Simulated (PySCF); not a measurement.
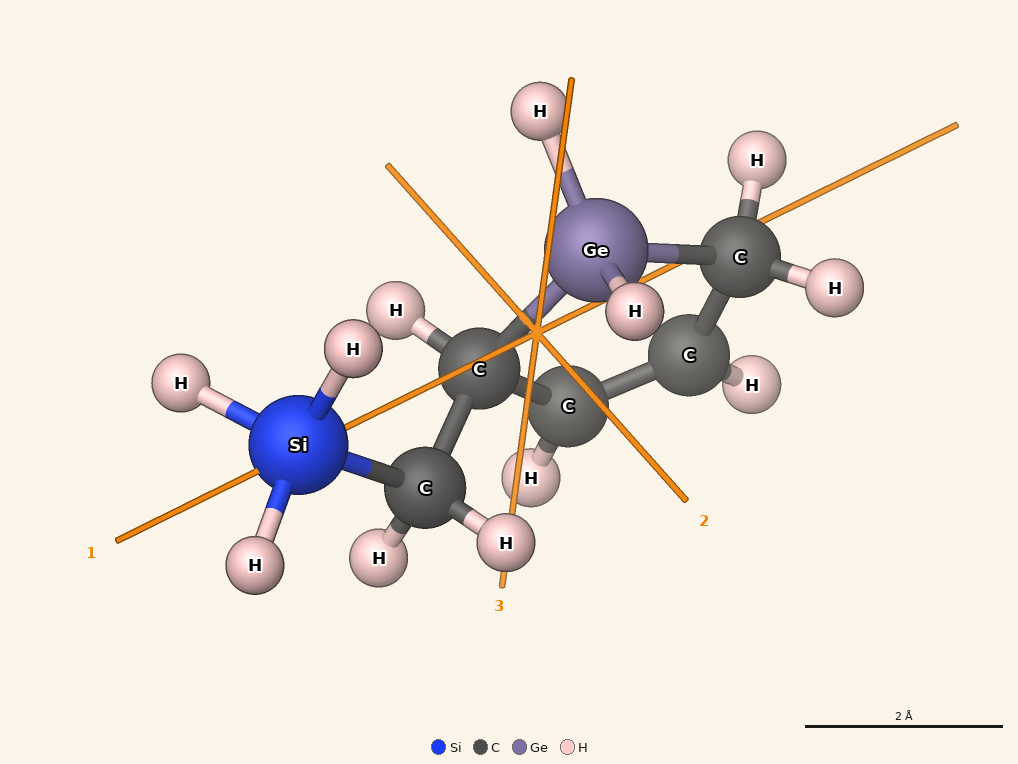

The three principal axes of inertia are drawn and numbered. Depth is shown by fading: the farther an atom, the more it takes the colour of the background. The geometry was computed by an optimisation with PBE0-D3(BJ)/def2-SVP. No frequency run is at hand to confirm it as a minimum. Masses are those of the most abundant isotopes; constants are for the rigid equilibrium geometry.

> Which line is the a axis (least moment of inertia), which b and which c?

a is line 1, b is line 3, c is line 2; the moments are 191, 529, 684 u Å².

> Classify the rotor and give the rotational constants (cm⁻¹).

An asymmetric top (C1): A = 0.0883, B = 0.0319, C = 0.0246 cm⁻¹. Ray's parameter κ is −0.77, nearer the prolate limit.
